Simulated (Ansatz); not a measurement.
**Au: response to strain**

The parent structure is Au in the fcc (Cu type) structure (space group Fm-3m, No. 225; a = 4.125 Å; relaxed with 0.1 eV smearing). Axes: x, y, z lie along the cube axes.

Strains are applied to the cell and any free atomic positions relax.

Level of theory: r2SCAN (Ansatz, an electronic-structure program), no spin-orbit coupling.

Notes on the quantities. pressure: mean of the normal stresses, compression positive.

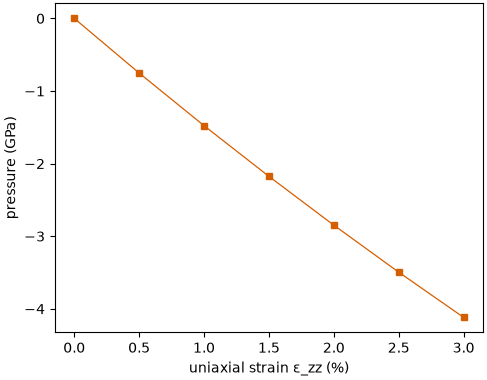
Figure. Pressure against uniaxial strain ε_zz

### Question
From the plot, what is the pressure for uniaxial strain ε_zz = +0.50 %?

### Answer
About -0.8 GPa.

### Question
Is the trend monotonic over the range shown?

### Answer
Yes, it falls throughout, spanning -4.1 GPa to 0.0 GPa.

Whether these cells are dynamically stable was not tested.
